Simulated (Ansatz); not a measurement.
# C₂H₁₀Ge: search for a transition state

Wanted: the transition state of a four-centre ligand exchange (form Ge1–C7, H2–H6 and break Ge1–H2, H6–C7). The guess is relaxed with those distances held, a saddle search follows, and vibrations and two downhill relaxations check it.

Computed with Ansatz 0.2.0, Gaussian basis. Level: PBE0-D4, def2-SVP first, then def2-TZVP.

152 further runs of the same task are left out: 152 set aside as unsound or not needed. Runs told in other sessions of the task aren't counted.

### 1 Starting geometry

The guess: 13 atoms, charge 0, spin multiplicity 1.

Atoms are counted from 1 here; the program's logs count them from 0.

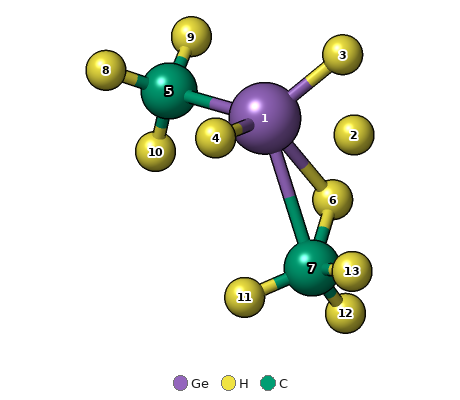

As it starts; germanium purple, hydrogen yellow, carbon teal; atoms are numbered from 1 in the order of the file.

As a file:

```mol
C2H10Ge
  3D, bonds by distance, orders not assigned

 13 12  0  0  0  0  0  0  0  0999 V2000
   -0.7364   -0.4554   -0.0854 Ge  0  0
    1.1803   -1.1012   -0.9892 H   0  0
   -1.2067   -1.4284   -1.1246 H   0  0
   -1.9855    0.4140    0.2736 H   0  0
    0.1239   -0.9849    1.6057 C   0  0
    0.7055    0.1155   -1.0007 H   0  0
    0.2374    1.3828   -1.0346 C   0  0
   -0.5816   -0.9047    2.4287 H   0  0
    0.4895   -2.0034    1.5440 H   0  0
    0.9713   -0.3374    1.8063 H   0  0
    0.0774    2.0402   -0.1833 H   0  0
    1.2198    1.6446   -1.4381 H   0  0
   -0.4948    1.6183   -1.8023 H   0  0
  1  3  8  0
  1  4  8  0
  1  5  8  0
  1  6  8  0
  1  7  8  0
  5  8  8  0
  5  9  8  0
  5 10  8  0
  6  7  8  0
  7 11  8  0
  7 12  8  0
  7 13  8  0
M  END
```

Distances that are to change: Ge1–C7 2.29 Å, H2–H6 1.31 Å, Ge1–H2 2.22 Å, H6–C7 1.35 Å.

### 2 Constrained relaxation of the guess

hold/in.yaml

```yaml
crystal:
  periodic: [false, false, false]
  atoms:
    - {symbol: Ge, position_ang: [-0.736400, -0.455400, -0.085400]}
    - {symbol: H, position_ang: [1.180300, -1.101200, -0.989200]}
    - {symbol: H, position_ang: [-1.206700, -1.428400, -1.124600]}
    - {symbol: H, position_ang: [-1.985500, 0.414000, 0.273600]}
    - {symbol: C, position_ang: [0.123900, -0.984900, 1.605700]}
    - {symbol: H, position_ang: [0.705500, 0.115500, -1.000700]}
    - {symbol: C, position_ang: [0.237400, 1.382800, -1.034600]}
    - {symbol: H, position_ang: [-0.581600, -0.904700, 2.428700]}
    - {symbol: H, position_ang: [0.489500, -2.003400, 1.544000]}
    - {symbol: H, position_ang: [0.971300, -0.337400, 1.806300]}
    - {symbol: H, position_ang: [0.077400, 2.040200, -0.183300]}
    - {symbol: H, position_ang: [1.219800, 1.644600, -1.438100]}
    - {symbol: H, position_ang: [-0.494800, 1.618300, -1.802300]}
basis:
  gaussian: {orbitals: def2-SVP}
hamiltonian: {xc: pbe0, dispersion: d4}
relax: {f_tol: 0.04, max_steps: 150, escape_saddle: false, constraints: [{distance: [0, 6]}, {distance: [1, 5]}, {distance: [0, 1]}, {distance: [5, 6]}]}
```

On the command line:

```bash
$ ansatz run in.yaml --threads 8 --pin off --events-out ev --progress --plain --max-ram 19148MiB
```

The program printed (excerpt; [...] marks lines left out):

```text
Functional definition: PBE0
  name "PBE0"
  cite "Adamo & Barone, J. Chem. Phys. 110, 6158 (1999) doi:10.1063/1.478522"
  cite "Perdew, Burke & Ernzerhof, Phys. Rev. Lett. 77, 3865 (1996) doi:10.1103/PhysRevLett.77.3865"
  parent pbe
[...]
1216 factors; integrals over basis functions are off by at most 3.6e-4 eV
[...]
mean field -58732.64267620 eV, -2158.3848079354 hartree, gradient 8.5e-5 eV, S^2 0.000000; 0 other end points of the search recorded, 0 dependent functions left out
[...]
reference -58732.64270638 eV, -2158.3848090445 hartree; 27, 27 occupied and 83, 83 virtual orbitals, 1216 factors
relax step   1: F+E_penalty+E_count = -58732.83565873 eV  Δ(F+E_penalty+E_count) = +0.000e0 eV  max|allowed force component| = 8.148e-1 eV/Å  Δτ_max = 0.0000 Å  (25 SCF iters, accepted)
[...]
relax step   7: F+E_penalty+E_count = -58732.92182363 eV  Δ(F+E_penalty+E_count) = -7.025e-4 eV  max|allowed force component| = 6.395e-2 eV/Å  Δτ_max = 0.0319 Å  (24 SCF iters, accepted)
[...]
relax step   8: F+E_penalty+E_count = -58732.92245967 eV  Δ(F+E_penalty+E_count) = -6.360e-4 eV  max|allowed force component| = 3.603e-2 eV/Å  Δτ_max = 0.0371 Å  (24 SCF iters, accepted)
  distance Ge 0 - C 6 held at 2.286536 Å   reaction = +6.6498e-1 eV/Å
  distance H 1 - H 5 held at 1.306111 Å   reaction = +9.9437e-1 eV/Å
  distance Ge 0 - H 1 held at 2.215322 Å   reaction = +3.2991e-1 eV/Å
[...]
mean field -58732.72929882 eV, -2158.3879912579 hartree, gradient 4.4e-5 eV, S^2 0.000000; 1 other end points of the search recorded, 0 dependent functions left out
[...]
reference -58732.72932899 eV, -2158.3879923666 hartree; 27, 27 occupied and 83, 83 virtual orbitals, 1216 factors
Total energy: -58732.92248984 eV, -2158.3950908968 hartree
Atom 0 at    -0.708123    -0.443540    -0.064036 Å, force     0.567913     0.452460    -0.425367 eV/Å
Atom 1 at     1.247117    -1.053709    -0.908060 Å, force    -0.669546     1.006894     0.058244 eV/Å
Atom 2 at    -1.226927    -1.420532    -1.122425 Å, force    -0.001599     0.000084     0.000954 eV/Å
Atom 3 at    -1.914655     0.495371     0.326471 Å, force     0.001825     0.004786    -0.001449 eV/Å
Atom 4 at     0.094523    -1.011776     1.606898 Å, force     0.015392     0.006296     0.036008 eV/Å
Atom 5 at     0.741749     0.147836    -0.990638 Å, force     0.606640    -1.450755     0.100428 eV/Å
Atom 6 at     0.217372     1.391017    -1.067085 Å, force    -0.479165     0.005001     0.248621 eV/Å
Atom 7 at    -0.686016    -1.080789     2.381803 Å, force     0.023498    -0.000849    -0.025390 eV/Å
Atom 8 at     0.608687    -1.972756     1.478136 Å, force    -0.012536     0.023903     0.004723 eV/Å
Atom 9 at     0.834663    -0.258375     1.917623 Å, force    -0.028725    -0.029575    -0.013384 eV/Å
Atom 10 at     0.224219     2.061060    -0.194862 Å, force    -0.003506    -0.014604    -0.024024 eV/Å
Atom 11 at     1.174010     1.513424    -1.609800 Å, force    -0.036026    -0.003247     0.020147 eV/Å
Atom 12 at    -0.606519     1.632769    -1.753927 Å, force     0.015834    -0.000394     0.020489 eV/Å
Dipole moment:    -0.209607     0.278849     0.186364 e Å
```

Wall time 8.5 s (8 threads of Arm Neoverse V1, shared host).

The steps of the relaxation:

```tsv
step	energy from step 1 (eV)	largest force component (eV/Å)
1	0.0000	0.8148
2	-0.0578	0.3633
3	-0.0761	0.1039
4	-0.0826	0.0639
5	-0.0840	0.0383
6	-0.0855	0.0639
7	-0.0862	0.0639
8	-0.0868	0.0360
```

Distances of close pairs at the start and the end, largest changes first:

```tsv
bond	before (Å)	after (Å)	change (Å)
Ge1–H3	1.499	1.531	+0.032
Ge1–C5	1.970	1.939	-0.031
Ge1–H6	1.801	1.819	+0.019
C5–H10	1.085	1.101	+0.016
C5–H8	1.087	1.102	+0.015
Ge1–H4	1.564	1.578	+0.014
C5–H9	1.084	1.097	+0.014
C7–H13	1.087	1.100	+0.013
```

### 3 Force constants to start from

hessian/in.yaml

```yaml
crystal:
  periodic: [false, false, false]
  atoms:
    - {symbol: Ge, position_ang: [-0.708123, -0.443540, -0.064036]}
    - {symbol: H, position_ang: [1.247117, -1.053709, -0.908060]}
    - {symbol: H, position_ang: [-1.226927, -1.420532, -1.122425]}
    - {symbol: H, position_ang: [-1.914655, 0.495371, 0.326471]}
    - {symbol: C, position_ang: [0.094523, -1.011776, 1.606898]}
    - {symbol: H, position_ang: [0.741749, 0.147836, -0.990638]}
    - {symbol: C, position_ang: [0.217372, 1.391017, -1.067085]}
    - {symbol: H, position_ang: [-0.686016, -1.080789, 2.381803]}
    - {symbol: H, position_ang: [0.608687, -1.972756, 1.478136]}
    - {symbol: H, position_ang: [0.834663, -0.258375, 1.917623]}
    - {symbol: H, position_ang: [0.224219, 2.061060, -0.194862]}
    - {symbol: H, position_ang: [1.174010, 1.513424, -1.609800]}
    - {symbol: H, position_ang: [-0.606519, 1.632769, -1.753927]}
basis:
  gaussian: {orbitals: def2-SVP}
hamiltonian: {xc: pbe0, dispersion: d4}
phonons: {}
scf: {lower_state_search: off}
```

On the command line:

```bash
$ ansatz run in.yaml --threads 8 --pin off --events-out ev --progress --plain --max-ram 19148MiB
```

The program printed (excerpt; [...] marks lines left out):

```text
[... 5 set-up lines as earlier in the session ...]
[...]
1217 factors; integrals over basis functions are off by at most 3.0e-4 eV
[...]
mean field -58732.72930167 eV, -2158.3879913625 hartree, gradient 3.4e-6 eV, S^2 0.000000; 0 other end points of the search recorded, 0 dependent functions left out
[...]
reference -58732.72933175 eV, -2158.3879924681 hartree; 27, 27 occupied and 83, 83 virtual orbitals, 1217 factors
[... from here to the last solve, the lines of the solves are left out (77 solves) ...]
1217 factors; integrals over basis functions are off by at most 3.0e-4 eV
mean field -58732.72920522 eV, -2158.3879878183 hartree, gradient 1.9e-6 eV, S^2 0.000000; 0 other end points of the search recorded, 0 dependent functions left out
[...]
WARN: phonons: modes at or below zero, which the zero-point energy, F, S and C_V leave out: 1, the lowest at -1652.66 cm⁻¹. A minimum has none, and a first-order saddle one
[...]
Atom 7 at    -0.686016    -1.080789     2.381803 Å, force     0.023497    -0.000823    -0.025411 eV/Å
Atom 8 at     0.608687    -1.972756     1.478136 Å, force    -0.012562     0.023888     0.004773 eV/Å
Atom 9 at     0.834663    -0.258375     1.917623 Å, force    -0.028724    -0.029605    -0.013406 eV/Å
Atom 10 at     0.224219     2.061060    -0.194862 Å, force    -0.003485    -0.014639    -0.024039 eV/Å
Atom 11 at     1.174010     1.513424    -1.609800 Å, force    -0.036022    -0.003252     0.020127 eV/Å
Atom 12 at    -0.606519     1.632769    -1.753927 Å, force     0.015832    -0.000395     0.020481 eV/Å
Dipole moment:    -0.209603     0.278851     0.186360 e Å
Vibrations: -1652.66 120.31 142.13 180.64 334.56 390.91 506.25 602.92 620.47 675.91 709.18 784.45 840.53 854.84 891.76 923.57 1074.35 1181.33 1251.92 1340.91 1385.22 1404.65 1422.15 1427.28 1681.77 1970.51 2192.04 3035.36 3058.42 3150.49 3167.00 3200.68 3203.36 cm⁻¹, zero-point energy 2.710656 eV
Checks for a lower state left out: stability, starts, cluster_reference, orbital_swaps, neighbouring_geometries, increment
```

It took 52 s on 8 threads of Arm Neoverse V1, shared host.

The structure is not stationary yet, so these wavenumbers are no spectrum; the search needs only the force constants.

### 4 Saddle search in the small basis

A small driver takes partitioned rational-function steps: uphill along one mode, downhill along the rest. It calls the program once a step for energy and forces and updates the Hessian by Bofill's formula. It stops when the largest force is under 0.04 eV/Å and the followed curvature is negative. The first step's input:

presaddle/in.yaml

```yaml
crystal:
  periodic: [false, false, false]
  atoms:
    - {symbol: Ge, position_ang: [-0.708123, -0.443540, -0.064036]}
    - {symbol: H, position_ang: [1.247117, -1.053709, -0.908060]}
    - {symbol: H, position_ang: [-1.226927, -1.420532, -1.122425]}
    - {symbol: H, position_ang: [-1.914655, 0.495371, 0.326471]}
    - {symbol: C, position_ang: [0.094523, -1.011776, 1.606898]}
    - {symbol: H, position_ang: [0.741749, 0.147836, -0.990638]}
    - {symbol: C, position_ang: [0.217372, 1.391017, -1.067085]}
    - {symbol: H, position_ang: [-0.686016, -1.080789, 2.381803]}
    - {symbol: H, position_ang: [0.608687, -1.972756, 1.478136]}
    - {symbol: H, position_ang: [0.834663, -0.258375, 1.917623]}
    - {symbol: H, position_ang: [0.224219, 2.061060, -0.194862]}
    - {symbol: H, position_ang: [1.174010, 1.513424, -1.609800]}
    - {symbol: H, position_ang: [-0.606519, 1.632769, -1.753927]}
basis:
  gaussian: {orbitals: def2-SVP}
hamiltonian: {xc: pbe0, dispersion: d4}
output: {forces: true}
scf: {lower_state_search: off}
```

On the command line:

```bash
$ ansatz run in.yaml --threads 8 --pin off --events-out ev --progress --plain --max-ram 19148MiB
```

Step by step:

```tsv
step	energy (eV)	largest force (eV/Å)	followed curvature (eV/Å²)
1	-58732.92249	1.4506	-14.94
2	-58733.05503	0.5745	-15.22
3	-58733.07220	0.3276	-15.63
4	-58733.07816	0.2378	-15.75
5	-58733.08266	0.0807	-15.77
6	-58733.08350	0.0544	-15.77
7	-58733.08338	0.0650	-15.73
8	-58733.08405	0.0135	-15.77
```

The 8 steps took 6.1 s in all (8 threads of Arm Neoverse V1, shared host).

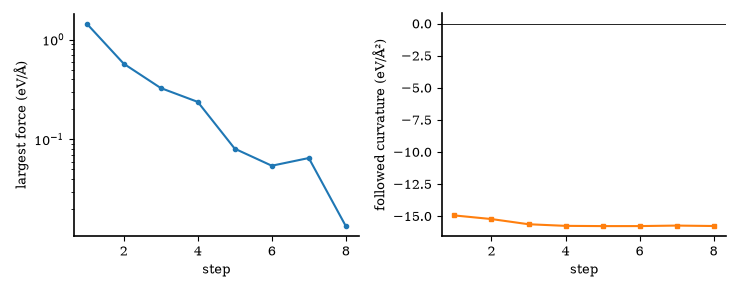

Largest force and followed curvature during the search.

### 5 Saddle search in triple zeta

The search itself is an outer loop (partitioned rational-function steps, Bofill update of the Hessian). Each step is one single-point run with forces. It stops when the largest force is under 0.018 eV/Å and the followed curvature is negative. The first step's input:

saddle/in.yaml

```yaml
crystal:
  periodic: [false, false, false]
  atoms:
    - {symbol: Ge, position_ang: [-0.600656, -0.471581, -0.089944]}
    - {symbol: H, position_ang: [1.065721, -0.954108, -0.842876]}
    - {symbol: H, position_ang: [-1.236397, -1.456925, -1.087300]}
    - {symbol: H, position_ang: [-1.768365, 0.527093, 0.297995]}
    - {symbol: C, position_ang: [0.097734, -1.056518, 1.632783]}
    - {symbol: H, position_ang: [0.751452, 0.143858, -1.008563]}
    - {symbol: C, position_ang: [0.234098, 1.418296, -1.114266]}
    - {symbol: H, position_ang: [-0.732078, -1.137082, 2.351120]}
    - {symbol: H, position_ang: [0.624301, -2.015129, 1.540745]}
    - {symbol: H, position_ang: [0.804876, -0.300890, 2.004654]}
    - {symbol: H, position_ang: [0.237076, 2.073890, -0.232496]}
    - {symbol: H, position_ang: [1.156528, 1.604422, -1.696810]}
    - {symbol: H, position_ang: [-0.634191, 1.624676, -1.754941]}
basis:
  gaussian: {orbitals: def2-TZVP}
hamiltonian: {xc: pbe0, dispersion: d4}
output: {forces: true}
scf: {lower_state_search: off}
```

On the command line:

```bash
$ ansatz run in.yaml --threads 8 --pin off --events-out ev --progress --plain --max-ram 19148MiB
```

The driver's record:

```tsv
step	energy (eV)	largest force (eV/Å)	followed curvature (eV/Å²)
1	-58742.67559	0.2587	-15.77
2	-58742.68326	0.0395	-15.76
3	-58742.68359	0.0120	-15.83
```

The 3 steps took 3.5 s in all (8 threads of Arm Neoverse V1, shared host).

Geometry at the end of the search:

```xyz
13
C2H10Ge
Ge   -0.5975   -0.4669   -0.0876
H     1.0837   -0.9400   -0.8228
H    -1.2174   -1.4490   -1.0938
H    -1.7631    0.5348    0.2904
C     0.0955   -1.0597    1.6340
H     0.7554    0.1515   -0.9969
C     0.2286    1.4176   -1.1162
H    -0.7207   -1.1055    2.3582
H     0.5802   -2.0297    1.5373
H     0.8319   -0.3343    1.9841
H     0.2234    2.0662   -0.2401
H     1.1403    1.6119   -1.6984
H    -0.6401    1.6033   -1.7479
```

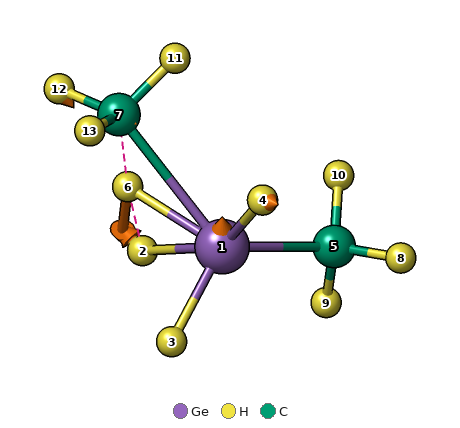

The point found; arrows show the followed mode. Pairs that react are joined by broken lines, hidden where the pair is close enough to be drawn as a bond.

### 6 Checking the order of the point

vib/in.yaml

```yaml
crystal:
  periodic: [false, false, false]
  atoms:
    - {symbol: Ge, position_ang: [-0.597484, -0.466934, -0.087623]}
    - {symbol: H, position_ang: [1.083689, -0.940005, -0.822842]}
    - {symbol: H, position_ang: [-1.217423, -1.449045, -1.093799]}
    - {symbol: H, position_ang: [-1.763143, 0.534752, 0.290357]}
    - {symbol: C, position_ang: [0.095495, -1.059664, 1.634043]}
    - {symbol: H, position_ang: [0.755450, 0.151466, -0.996941]}
    - {symbol: C, position_ang: [0.228585, 1.417583, -1.116231]}
    - {symbol: H, position_ang: [-0.720679, -1.105471, 2.358235]}
    - {symbol: H, position_ang: [0.580153, -2.029708, 1.537288]}
    - {symbol: H, position_ang: [0.831905, -0.334318, 1.984076]}
    - {symbol: H, position_ang: [0.223351, 2.066191, -0.240108]}
    - {symbol: H, position_ang: [1.140275, 1.611851, -1.698432]}
    - {symbol: H, position_ang: [-0.640071, 1.603303, -1.747922]}
basis:
  gaussian: {orbitals: def2-TZVP}
hamiltonian: {xc: pbe0, dispersion: d4}
phonons: {temperatures: {t_min: 298.15, t_max: 900, t_step: 200}}
```

On the command line:

```bash
$ ansatz run in.yaml --threads 8 --pin off --events-out ev --progress --plain --max-ram 19148MiB
```

The program printed (excerpt; [...] marks lines left out):

```text
[... 5 set-up lines as earlier in the session ...]
[...]
1201 factors; their error is unknown
[...]
mean field -58742.49803386 eV, -2158.7469856492 hartree, gradient 2.2e-5 eV, S^2 0.000000; 0 other end points of the search recorded, 0 dependent functions left out
[...]
reference -58742.49806635 eV, -2158.7469868432 hartree; 27, 27 occupied and 143, 143 virtual orbitals, 1201 factors
[... from here to the last solve, the lines of the solves are left out (77 solves) ...]
1201 factors; their error is unknown
mean field -58742.49797642 eV, -2158.7469835383 hartree, gradient 1.4e-6 eV, S^2 0.000000; 0 other end points of the search recorded, 0 dependent functions left out
[...]
WARN: phonons: modes at or below zero, which the zero-point energy, F, S and C_V leave out: 1, the lowest at -1779.13 cm⁻¹. A minimum has none, and a first-order saddle one
[...]
Atom 5 at     0.755450     0.151466    -0.996941 Å, force     0.002556    -0.008367     0.000324 eV/Å
Atom 6 at     0.228585     1.417583    -1.116231 Å, force    -0.002308     0.011998    -0.009850 eV/Å
Atom 7 at    -0.720679    -1.105471     2.358235 Å, force    -0.001219    -0.000931    -0.002027 eV/Å
Atom 8 at     0.580153    -2.029708     1.537288 Å, force     0.003420    -0.002759     0.001064 eV/Å
Atom 9 at     0.831905    -0.334318     1.984076 Å, force    -0.000408     0.004484     0.002097 eV/Å
Atom 10 at     0.223351     2.066191    -0.240108 Å, force     0.001192    -0.005659    -0.003571 eV/Å
Atom 11 at     1.140275     1.611851    -1.698432 Å, force    -0.009048     0.000549     0.005260 eV/Å
Atom 12 at    -0.640071     1.603303    -1.747922 Å, force     0.010833    -0.004026     0.006805 eV/Å
Dipole moment:    -0.021787     0.117538     0.106920 e Å
Vibrations: -1779.13 83.19 127.54 206.99 340.02 413.47 485.39 561.58 603.87 692.84 752.49 813.78 840.44 899.92 933.29 1045.55 1187.40 1254.03 1331.60 1382.01 1426.97 1430.72 1448.86 1449.66 1825.07 1923.19 2149.31 3019.98 3059.65 3127.84 3149.53 3174.98 3180.06 cm⁻¹, zero-point energy 2.747565 eV
```

Wall time 75 s (8 threads of Arm Neoverse V1, shared host).

Wavenumbers and character of the modes:

```tsv
mode	wavenumber (cm⁻¹)	character
1	1779i	changes H2–H6, H6–C7
2	83	bend with torsion
3	128	torsion
4	207	torsion
5	340	Ge–C stretch with torsion
6	413	Ge–C stretch with bend
7	485	bend with torsion
8	562	torsion with bend
9	604	Ge–C stretch
10	693	bend
11	752	bend with wag or twist
12	814	bend with wag or twist
13	840	bend with wag or twist
14	900	bend with wag or twist
15	933	wag or twist with bend
16	1046	Ge–H stretch with bend
17	1187	bend
18	1254	bend
19	1332	bend
20	1382	bend
21	1427	bend
22	1431	bend
23	1449	bend
24	1450	bend
25	1825	Ge–H stretch
26	1923	Ge–H stretch
27	2149	Ge–H stretch
28	3020	C–H stretch
29	3060	C–H stretch
30	3128	C–H stretch
31	3150	C–H stretch
32	3175	C–H stretch
33	3180	C–H stretch
```

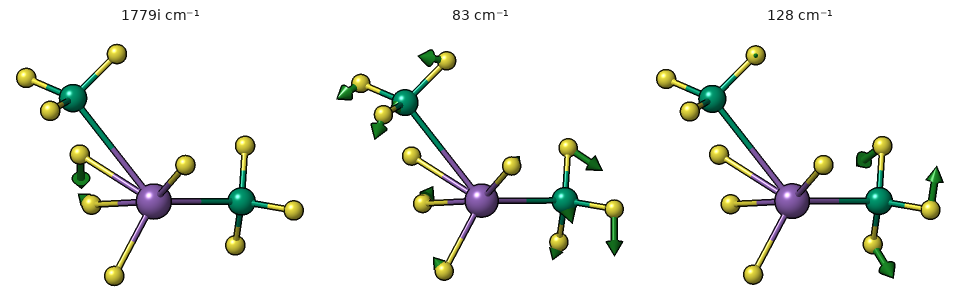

Displacements of 3 modes, as arrows.

Vibrational sums (real modes only):

```tsv
T (K)	entropy (J/mol/K)	heat capacity (J/mol/K)
298	59.1	72.4
498	108.0	120.2
698	154.4	154.8
898	196.6	179.7
```

[end of part 1 of 2]
